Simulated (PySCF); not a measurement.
C₁₁H₁₀

Input

```
{"job": {"kind": "nmr", "xc": "PBE0", "basis": "pcSseg-1"}, "charge": 0, "multiplicity": 1}
C     -1.534882     2.188108    -2.243358
C     -1.364555     1.273953    -1.483454
C     -1.121470     0.176149    -0.626930
C     -2.013228    -0.229823     0.275403
C     -1.787824    -1.401276     1.174641
C     -0.685516    -2.284855     0.678887
C      0.207353    -1.891228    -0.211443
C      0.223663    -0.501994    -0.788719
C      1.235796     0.292402    -0.099289
C      2.041003     0.946225     0.500931
C      3.027812     1.738048     1.203670
H     -1.699912     2.995201    -2.892675
H     -2.957898     0.287448     0.374830
H     -1.539411    -1.044521     2.183408
H     -2.714356    -1.977529     1.269788
H     -0.655076    -3.286055     1.086228
H      0.994640    -2.550871    -0.547536
H      0.488891    -0.540215    -1.854351
H      2.938283     2.785182     0.914866
H      2.876828     1.654018     2.279828
H      4.030938     1.388576     0.959505
```

Command:

```sh
OMP_NUM_THREADS=1 python probes_run.py task.json out
```

Geometry: GFN2-xTB.

The calculation used PySCF 2.14.0, PBE0/pcSseg-1, SCF density, gas phase, non-relativistic.

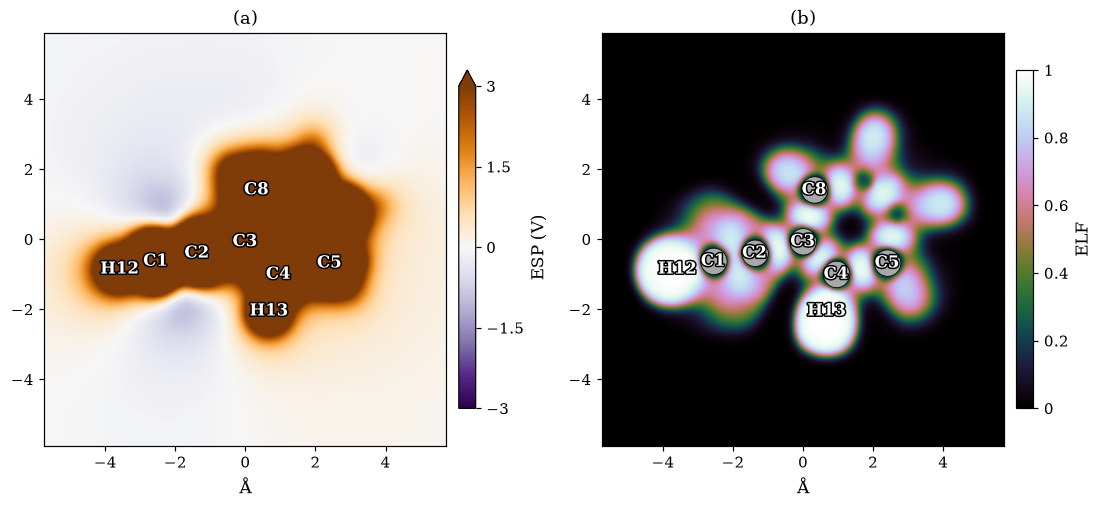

Figure 1. (a) molecular electrostatic potential; (b) ELF on the plane of atoms C3, C4 and H13. Grey discs cover the atomic cores in the ELF map.

Question: Interpret the plot.

Answer: Atoms in the plane: C and H. C–C (1.20 Å): the ELF peaks at about 0.85 between the atoms (a short, multiple covalent bond). C–H (1.05 Å): the ELF climbs to about 1 towards the hydrogen, as it does in any bond to H; an ordinary covalent bond to hydrogen. C–C (1.33 Å): the ELF peaks at about 0.90 between the atoms (a multiple bond). Outside the dense part of the molecule the potential is most negative (−0.9 V) near C1.

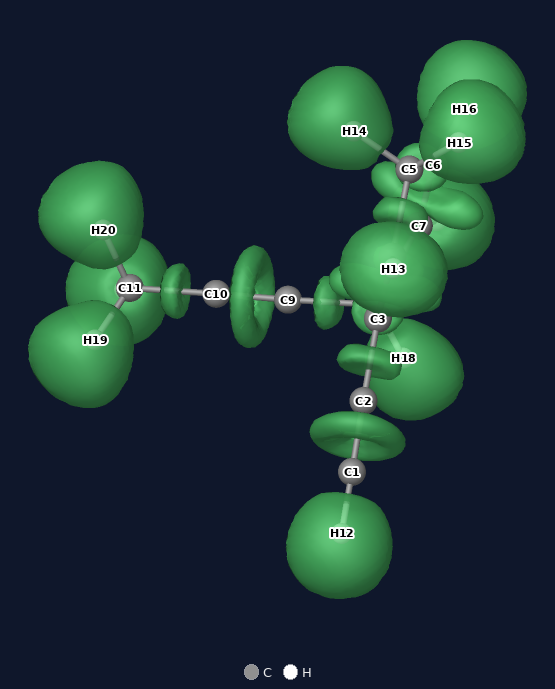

Figure 2. Isosurface of the electron localisation function at 0.85 (green), seen at a tilt. Only the valence region is drawn (cores and ρ < 0.01 e/Å³ removed).

Question: Identify the bonds, lone pairs and shells in this picture.

Answer: At this value the surface marks out eleven regions between bonded C–C atoms (shared pairs) and ten regions around hydrogen nuclei.

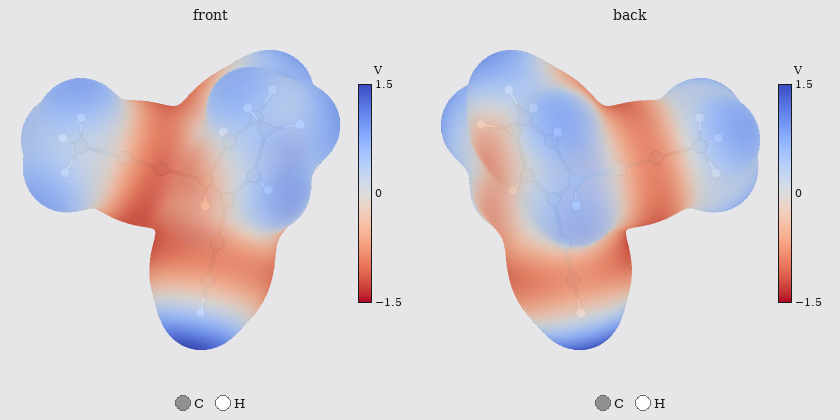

Figure 3. The electrostatic potential painted on the density surface at 0.002 e/bohr³, seen from the front and from behind; red is negative and blue positive.

Question: Where is the surface potential most negative and most positive?

Answer: The most negative region (about −1.2 V) lies over C1, C2, C9 and C10, the most positive (about +1.4 V) over H12.

Question: How polar is the molecule by this calculation?

Answer: Its dipole moment is 1.08 D.
